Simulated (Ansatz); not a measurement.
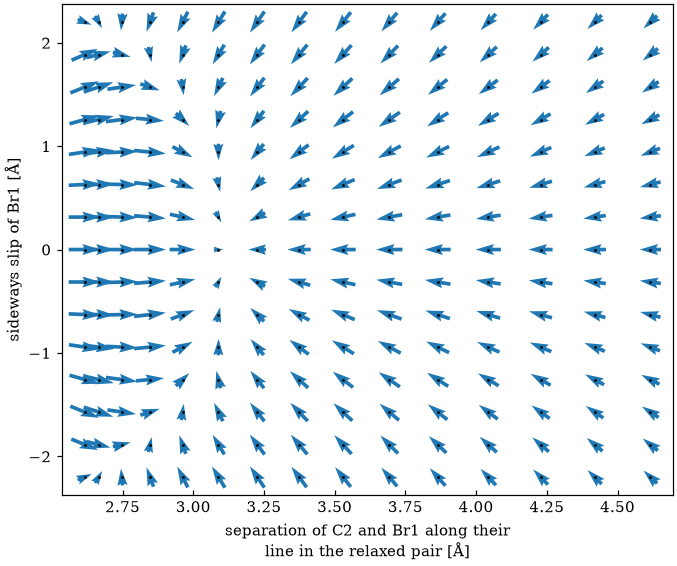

The pair Br···CH₂O, charge −1. Coordinates scanned: (1) separation of C2 and Br1 along their line in the relaxed pair; (2) sideways slip of Br1. Nothing is relaxed (both partners rigid). Grid: 15 × 15 points; 120 points were computed and 105 follow by symmetry. Points are written as (first, second). Level of theory: RKS PBE0-D4/def2-SVPD (Ansatz 0.2.0).

In the figure: dots at the grid points, arrows along the force (downhill), their lengths compressed.

The arrows alone are given. Where is the energy lowest?

The arrows converge at about (3.114 Å, 0.000 Å) (read from the interpolated surface).

The energy map of the same scan:

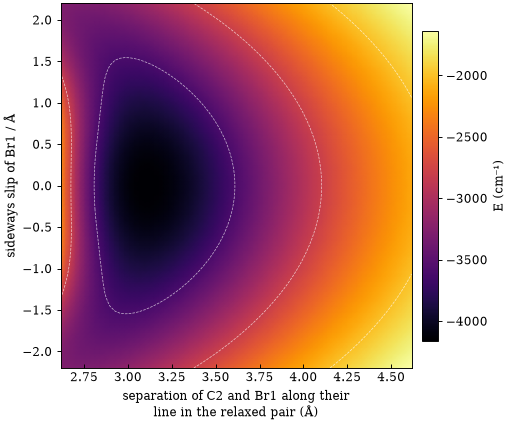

Energies are in cm⁻¹, from the ion and the molecule far apart, frozen as in the relaxed pair, each in its own basis (no counterpoise correction); between grid points the surface is interpolated.
